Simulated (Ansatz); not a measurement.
C$_{3}$H$_{5}$NO: several calculations on one system

Part 1: Relaxation

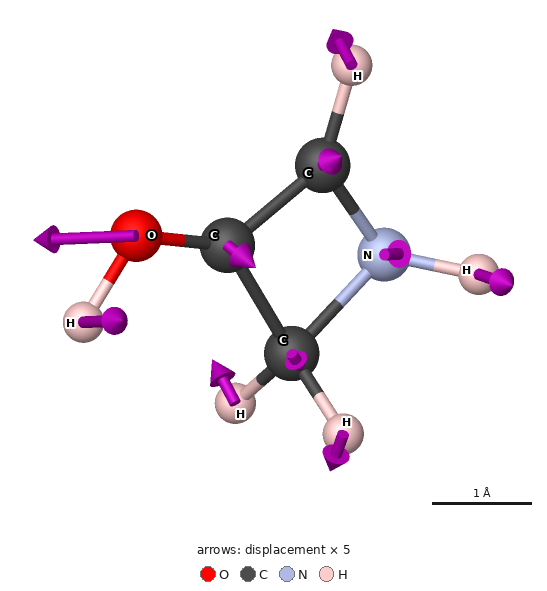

A relaxation of C$_{3}$H$_{5}$NO. The starting structure is drawn; purple arrows show the displacements, magnified 5 times. The two geometries are superimposed by the best rigid fit.

The picture is a ball-and-stick view, seen at a tilt.

The run prepares an end point of a later path (torsion) calculation, from a guessed geometry.

These are results of RKS PBE/def2-SVP in Ansatz, not measurements.

Input
```yaml
crystal:
  periodic: [false, false, false]
  atoms:
    - { symbol: O, position_ang: [-0.7065, 1.2009, -1.3815] }
    - { symbol: C, position_ang: [-0.3114, 0.3321, -0.6209] }
    - { symbol: C, position_ang: [0.2383, -0.8823, -0.7556] }
    - { symbol: "N", position_ang: [0.4435, -1.1032, 0.545] }
    - { symbol: C, position_ang: [-0.0837, 0.1988, 0.8551] }
    - { symbol: H, position_ang: [-1.0893, 1.9986, -0.8548] }
    - { symbol: H, position_ang: [0.5661, -1.4535, -1.6292] }
    - { symbol: H, position_ang: [1.2948, -1.3845, 0.9483] }
    - { symbol: H, position_ang: [-0.968, 0.2112, 1.5561] }
    - { symbol: H, position_ang: [0.6993, 0.8307, 1.3404] }
basis:
  gaussian: { orbitals: def2-SVP }
hamiltonian:
  xc: pbe
relax:
  f_tol: 0.015
  max_steps: 40
```

Run as
```bash
ansatz run input.yaml --threads 2 --pin off --max-ram 3072MiB --backend cpu --events-out ev --progress --plain --runs-dir out
```

**What happened in the run?**

The energy falls by 1.156 eV in 11 accepted moves (12 points after the start). Largest force component: 8.1 eV/Å at the start, 0.014 eV/Å at the end. The line search rejected the trial step at point 3 of the run. The atom that moves furthest after the best rigid fit is O1 (0.24 Å). Largest moves by element: O 0.24 Å, H 0.23 Å, N 0.11 Å, C 0.09 Å. Near-neighbour distances that change, for instance: O1–C2 1.220 → 1.357 Å, C3–N4 1.335 → 1.447 Å, N4–C5 1.439 → 1.501 Å, O1–H6 1.030 → 0.975 Å. Bond angles that change, for instance: C3–N4–H8 125.5° → 113.8°, C5–N4–H8 119.2° → 112.5°, C2–C3–H7 132.6° → 137.4°. The run took 22 s on 2 threads of Intel(R) Xeon(R) Platinum 8488C (Sapphire Rapids), with other jobs on the host, peak memory 0.19 GiB.

Part 2: Relaxation

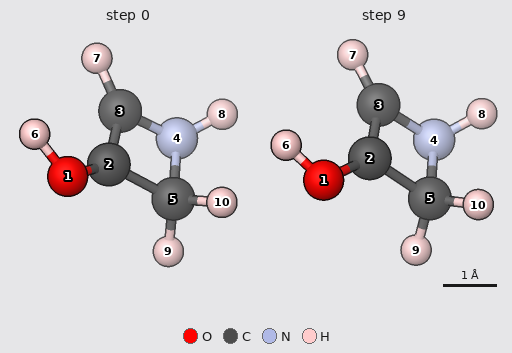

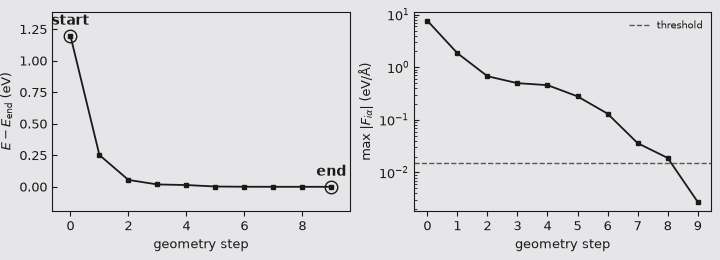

First and last geometry of a relaxation of C3H5NO, with the history of the run. The picture is a ball-and-stick view, seen from a free direction.

The run prepares an end point of a later path (torsion) calculation, from a guessed geometry.

These are results of RKS PBE/def2-SVP in Ansatz 0.2.0, not measurements.

Input
```yaml
crystal:
  periodic: [false, false, false]
  atoms:
    - { symbol: O, position_ang: [-0.7065, 1.2009, -1.3815] }
    - { symbol: C, position_ang: [-0.3114, 0.3321, -0.6209] }
    - { symbol: C, position_ang: [-0.24047, 0.18178, 0.70856] }
    - { symbol: "N", position_ang: [0.22399, -1.06986, 0.69711] }
    - { symbol: C, position_ang: [0.16568, -1.08436, -0.74014] }
    - { symbol: H, position_ang: [-1.0893, 1.9986, -0.8548] }
    - { symbol: H, position_ang: [-0.5888, 0.79812, 1.54264] }
    - { symbol: H, position_ang: [-0.15646, -1.82393, 1.20023] }
    - { symbol: H, position_ang: [1.14177, -1.29861, -1.26443] }
    - { symbol: H, position_ang: [-0.54862, -1.86733, -1.09319] }
basis:
  gaussian: { orbitals: def2-SVP }
hamiltonian:
  xc: pbe
relax:
  f_tol: 0.015
  max_steps: 40
```

Run as
```bash
ansatz run input.yaml --threads 2 --pin off --max-ram 3072MiB --backend cpu --events-out ev --progress --plain --runs-dir out
```

Read the history and describe the run.

Answer. It converged. After 9 geometry steps the energy has fallen by 1.198 eV. The largest force component goes from 7.7 to 0.0027 eV/Å. The largest move after the best rigid fit is that of H6, 0.23 Å. By element the largest moves are H 0.23 Å, C 0.16 Å, N 0.14 Å, O 0.12 Å. Near-neighbour distances that change, for instance: O1–C2 1.220 → 1.353 Å, C3–N4 1.335 → 1.452 Å, N4–C5 1.439 → 1.507 Å, O1–H6 1.030 → 0.976 Å. Bond angles that change, for instance: C3–N4–H8 125.5° → 113.1°, O1–C2–C5 136.5° → 128.7°, C5–N4–H8 119.2° → 111.5°.

Part 3: Path

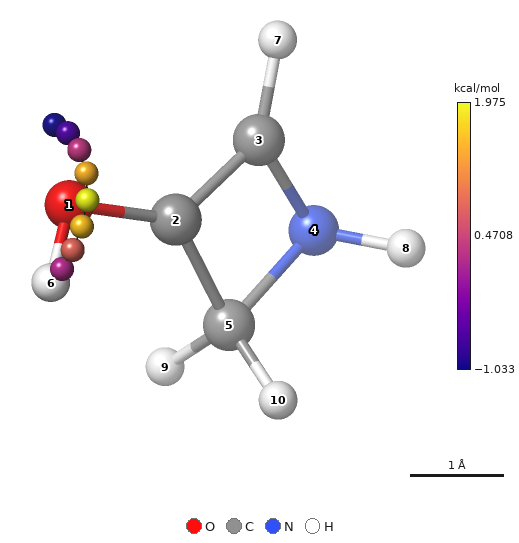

A nudged-elastic-band calculation for C3H5NO. Images are numbered from 0 (start) to 8 (end). The start is drawn whole; smaller spheres mark the moving atoms (H) in the later images, joined by lines and coloured by the energy of the image relative to the start. The picture is a ball-and-stick view, seen at a tilt.

Computed with RKS PBE/def2-SVP (Ansatz 0.2.0). Run with 7 movable images; climbing image; force threshold 0.05 eV/Å; iteration limit 60; starting path through a guess of the saddle point.

Q: What moves, how far, and at what cost in energy?

A: The motion is a rotation about the O1–C2 bond by about 155°. No bond forms or breaks between the ends. Bond angles that change up to the highest image, for instance: O1–C2–C3 134.0° → 136.9°, O1–C2–C5 133.8° → 131.2°. The highest point, image 4, lies 1.97 kcal/mol above the start and 3.01 kcal/mol above the end; the end is at −1.03 kcal/mol relative to the start. The band converged in 8 iterations. The largest component of the band force went from 26 to 0.015 eV/Å. The climbing image converged on the top of the path. Its vibrational analysis gives one imaginary mode (321i cm⁻¹), as a transition state must have.

Cost: 76 s on 2 threads of Intel(R) Xeon(R) Platinum 8488C (Sapphire Rapids) (shared host), peak memory 0.19 GiB.
